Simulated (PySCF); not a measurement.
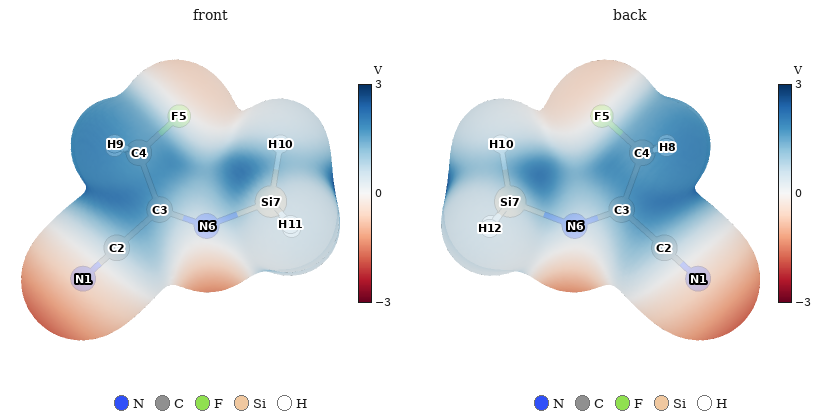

The picture shows: C₃H₅FN₂Si. The electrostatic potential painted on the density surface at 0.004 e/bohr³, seen from the front and from behind; red is negative and blue positive.

Geometry: GFN2-xTB.

Method: PBE0/pcSseg-1, SCF density, gas phase, non-relativistic (PySCF).

```yaml
atoms:
  - { symbol: N, position_ang: [2.5980, -2.1387, 0.1825] }
  - { symbol: C, position_ang: [1.7300, -1.3924, 0.1775] }
  - { symbol: C, position_ang: [0.6372, -0.4610, 0.1567] }
  - { symbol: C, position_ang: [0.5427, 0.3285, 1.4488] }
  - { symbol: F, position_ang: [-0.5058, 1.2007, 1.4460] }
  - { symbol: N, position_ang: [-0.0819, -0.3969, -0.8614] }
  - { symbol: Si, position_ang: [-1.4536, 0.4567, -1.4557] }
  - { symbol: H, position_ang: [0.4038, -0.3554, 2.2956] }
  - { symbol: H, position_ang: [1.4605, 0.9115, 1.5977] }
  - { symbol: H, position_ang: [-2.0958, 1.4758, -0.6297] }
  - { symbol: H, position_ang: [-0.8806, 1.0358, -2.6687] }
  - { symbol: H, position_ang: [-2.3533, -0.6652, -1.7153] }
```

> Describe the electrostatic potential map.

The most negative region (about −1.7 V, or −39 kcal/mol for a unit charge) lies over N1, the most positive (about +2.5 V, or +58 kcal/mol for a unit charge) over Si7. N1 is the likeliest acceptor of a hydrogen bond.

> How polar is the molecule by this calculation?

Its dipole moment is 2.81 D.
